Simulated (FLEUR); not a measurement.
Band structure of GaCu₃ (P6_3/mmc, 8 atoms in the cell).

```yaml
crystal:
  lattice:
    - [5.15739, 0.00000, 0.00000]
    - [-2.57870, 4.46643, 0.00000]
    - [0.00000, 0.00000, 4.20124]
  atoms:
    - { symbol: Ga, position: [0.33333, 0.66667, 0.75000] }
    - { symbol: Ga, position: [0.66667, 0.33333, 0.25000] }
    - { symbol: Cu, position: [0.16539, 0.33077, 0.25000] }
    - { symbol: Cu, position: [0.83461, 0.66923, 0.75000] }
    - { symbol: Cu, position: [0.83461, 0.16539, 0.75000] }
    - { symbol: Cu, position: [0.16539, 0.83461, 0.25000] }
    - { symbol: Cu, position: [0.66923, 0.83461, 0.25000] }
    - { symbol: Cu, position: [0.33077, 0.16539, 0.75000] }
```

Computed with LDA (Perdew-Zunger), all-electron FLAPW (FLEUR), scalar-relativistic valence.

Settings: Kmax = 3.5 1/bohr; GmaxXC = 12.2 1/bohr; xcFunctional = pz; jspins = 1; l_soc = F; mode = hist; fermiSmearingEnergy = 0.00367493 Htr; mesh (inpgen div1-3) = 5 5 5; inpgen gamma flag = false; Gmax = 12.2 1/bohr; numbands = 0; maxIterBroyd = 15; imix = Anderson; alpha = 0.05.

The starting cell comes from a database of computed structures (which also holds hypothetical and non-ambient phases and stackings), without a prior relaxation at this level. Spin polarisation is off. Values depend on the basis (sphere radii, cutoffs, local orbitals), which need not be converged.

These are the values that this program gave, and no reference: the default basis lacks the next d shell.

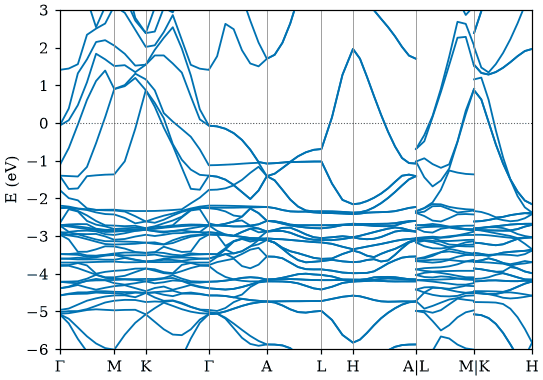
Bands along the path, energies from the Fermi level.

Levels in eV from the Fermi level, bands 43 to 50:
```json
[
 {"point": "Γ", "43": "-1.78", "44": "-1.40", "45": "-1.40", "46": "-1.12", "47": "-0.07", "48": "-0.07", "49": "1.41", "50": "4.34"},
 {"point": "M", "43": "-2.30", "44": "-1.37", "45": "0.90", "46": "0.90", "47": "1.51", "48": "2.05", "49": "3.10", "50": "4.00"},
 {"point": "K", "43": "-2.34", "44": "0.87", "45": "0.87", "46": "1.15", "47": "1.55", "48": "1.55", "49": "2.02", "50": "2.38"},
 {"point": "A", "43": "-1.41", "44": "-1.41", "45": "-1.41", "46": "-1.41", "47": "-1.08", "48": "-1.08", "49": "1.70", "50": "1.70"},
 {"point": "L", "43": "-2.35", "44": "-2.35", "45": "-1.02", "46": "-1.02", "47": "-0.69", "48": "-0.69", "49": "5.80", "50": "5.80"},
 {"point": "H", "43": "-2.38", "44": "-2.38", "45": "-2.16", "46": "-2.16", "47": "1.96", "48": "1.96", "49": "3.63", "50": "3.63"}
]
```
